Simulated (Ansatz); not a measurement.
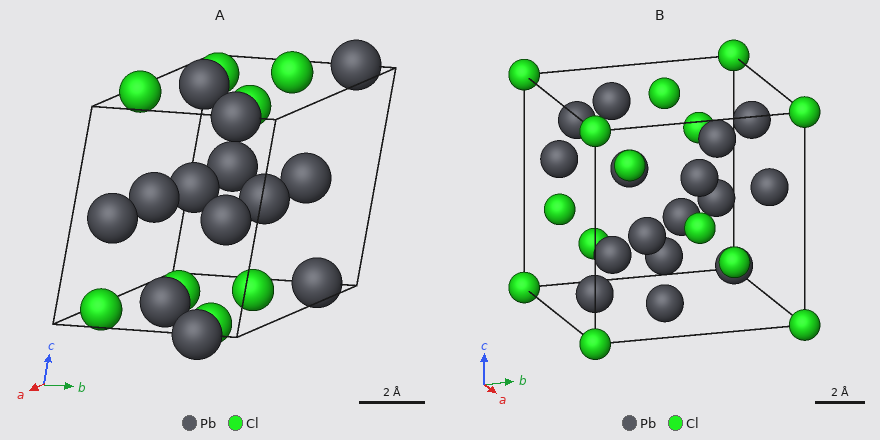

Two structures of Pb2Cl, each relaxed to rest (conventional cells in solid outline, small ones repeated, not to one scale). Method: DFT PBE, scalar-relativistic, plane waves, PAW in Ansatz 0.2.0, without spin polarisation.

Identify the two structures.

A: 12 atoms a cell on a base-centred monoclinic lattice, C2. B: cubic Laves phase (C15, MgCu₂ type), Fd-3m.

Which form lies lower?

A is lower, by 352 meV/atom at this level of theory (energies at zero smearing). Volumes: A 32.0, B 32.1 Å³/atom.

One or both may be structure types tried for this composition rather than known phases.
